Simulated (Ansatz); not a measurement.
Cell of bismuthene on bismuthene on bismuthene on bismuthene (facing atoms over hollows or bridges; bismuthene a predicted or substrate-bound sheet, here free), with its geometry taken from a PBE+D3(BJ) run:

```
Bi
1.0
    4.27875     0.00000     0.00000
   -2.13938     3.70551     0.00000
    0.00000     0.00000    35.01000
Bi
8
Cartesian
  0.00000   2.47034   9.95431
  2.13938   1.23517  11.71363
  0.00000   2.47034  14.40697
  0.00000   0.00000  16.17166
  0.00000   2.47034  18.84223
  2.13938   1.23517  20.60877
  0.00000   2.47034  23.29218
  0.00000   0.00000  25.05025
```

All values below come from PBE+D3(BJ) with spin-orbit coupling (plane waves to 420 eV, PAW; Ansatz, a quantum-chemistry and plane-wave program).  Its k-point mesh 9×9×1, Fermi–Dirac width 0.01 eV. A dipole correction is on.

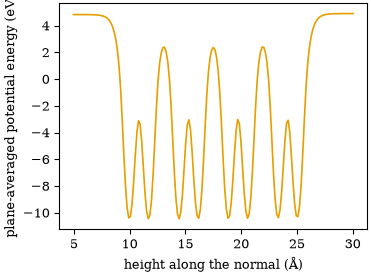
*Smooth (PAW) electrostatic potential energy of an electron, averaged over planes, about its mean*

The curve spans 15.4 eV over the stretch drawn.
